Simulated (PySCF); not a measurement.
```
atom    x (Å)    y (Å)    z (Å)
   C  -2.9699  -0.7213   0.0177
   C  -1.5346  -0.3422  -0.3301
   C  -0.7846   0.2126   0.8783
  Si   1.0149   0.7007   0.5237
   N   1.0452   1.7052  -0.8696
   N   1.8557  -0.7772   0.0561
   C   3.1280  -0.6822  -0.3445
   O   3.7249   0.3653  -0.4130
   H  -2.9870  -1.4819   0.7961
   H  -3.5151   0.1477   0.3800
   H  -3.4885  -1.1121  -0.8553
   H  -1.0143  -1.2227  -0.7130
   H  -1.5387   0.4047  -1.1248
   H  -1.3146   1.0896   1.2484
   H  -0.8179  -0.5202   1.6858
   H   1.6751   1.1672   1.7494
   H   0.5303   2.5712  -0.8693
   H   1.9542   1.8418  -1.2874
   H   1.4320  -1.6889   0.0819
   H   3.5997  -1.6465  -0.6134
```

Geometry: GFN2-xTB.

Method: PBE0/pcSseg-1, SCF density, gas phase, non-relativistic (PySCF 2.14.0).

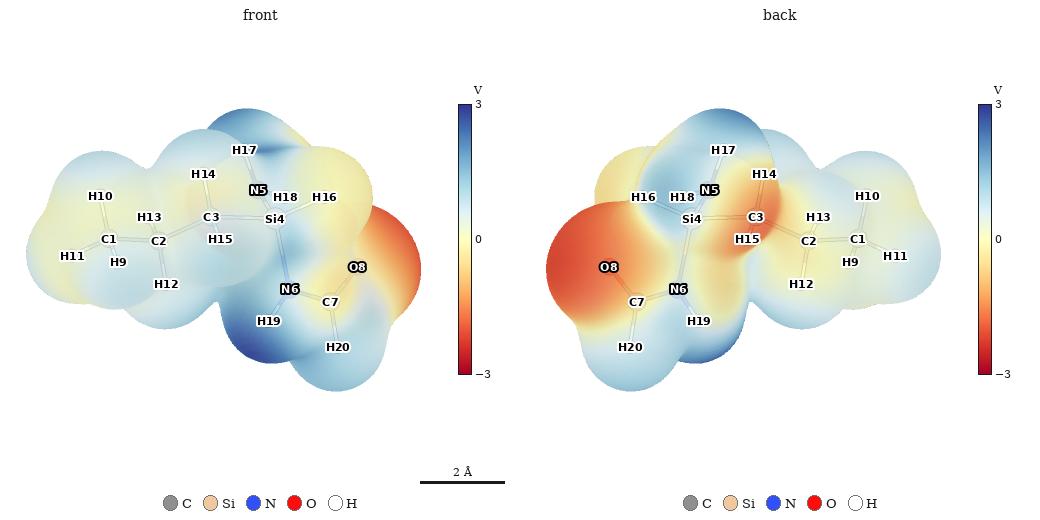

C4H12N2OSi. The molecular electrostatic potential painted on the density surface at 0.004 e/bohr³, seen from the front and from behind; red is negative and blue positive.

Q: Describe the electrostatic potential map.

A: The most negative region (about −2.2 V) lies over O8, the most positive (about +2.7 V) over H19. O8 is the likeliest acceptor of a hydrogen bond.

Q: What dipole moment does the calculation give?

A: Its dipole moment is 2.89 D.
